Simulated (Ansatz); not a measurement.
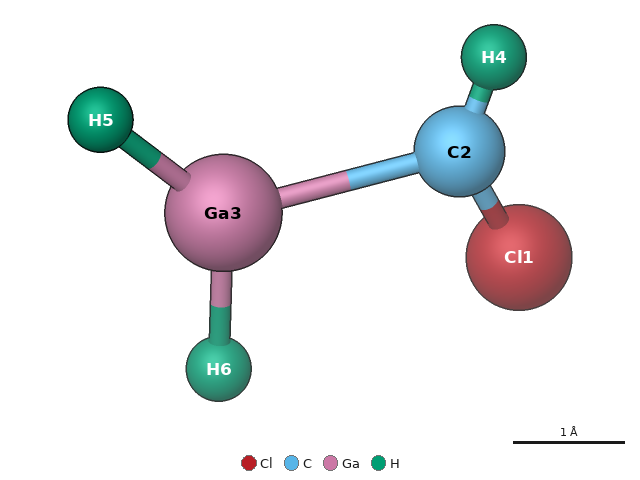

Simulated data, not a measurement (program: Ansatz).

Orthographic view. Depth is shown by fading: the farther an atom, the more it takes the colour of the background. State: charge +1, singlet. Geometry: atoms displaced at random (about 0.1 Å) from a stationary point of GFN2-xTB.

List all interatomic distances (Å) as a matrix.

```
atom   Cl1    C2   Ga3    H4    H5    H6
 Cl1  0.00                              
  C2  1.40  0.00                        
 Ga3  2.93  2.22  0.00                  
  H4  2.11  0.93  2.83  0.00            
  H5  4.42  3.42  1.60  3.70  0.00      
  H6  2.92  2.98  1.59  3.82  2.92  0.00
```
